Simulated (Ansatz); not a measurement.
BH2O (SMILES B[O]): the energy, rung by rung

The species is BH2O (4 atoms), meant as a doublet with charge 0. SMILES: `B[O]`. Geometry: optimised at r2SCAN/def2-SVP.

```xyz
4

B     0.0109   -0.0141   -0.0070
O     1.0331   -0.3433    0.6822
H    -1.0644   -0.5869    0.1465
H     0.0758    0.8840   -0.8418
```

Each level gives the dissociation energy of the O2–B1 bond into triplet O and doublet BH2 (shapes relaxed at r2SCAN/def2-SVP, no zero-point term) (eV). The values are calculated.

```
               level                    kind  program  value (eV)  less CCSD(T)/def2-TZVPP
      UHF/def2-TZVPP            Hartree–Fock   Ansatz        4.51                    -1.99
   USVWN5/def2-TZVPP                     LDA   Ansatz        8.42                    +1.92
    UBLYP/def2-TZVPP                     GGA   Ansatz        7.15                    +0.65
 U-r2SCAN/def2-TZVPP                meta-GGA   Ansatz        6.95                    +0.45
   UB3LYP/def2-TZVPP           global hybrid   Ansatz        6.85                    +0.35
U-wB97M-V/def2-TZVPP  range-separated hybrid   Ansatz        6.88                    +0.38
  UB2PLYP/def2-TZVPP           double hybrid   Ansatz        6.70                    +0.20
  RPA@PBE/def2-TZVPP                     RPA   Ansatz        6.21                    -0.29
     UMP2/def2-TZVPP     perturbation theory   Ansatz        6.44                    -0.06
 UCCSD(T)/def2-TZVPP   coupled cluster or CI   Ansatz        6.50                     0.00
```

UCCSD(T)/def2-TZVPP is the highest level here, not the true value. The values span 4.51 to 8.42 eV. Hartree–Fock misses the correlation of the electron pair that is broken and comes out low. Measured bond enthalpies also hold zero-point and thermal terms, a few tenths of an eV less.

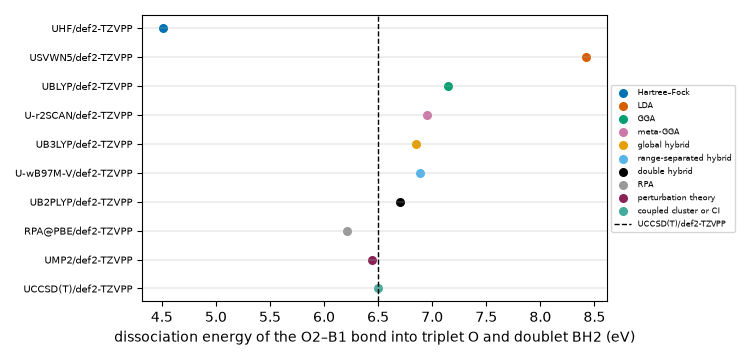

The values of the table, level by level.
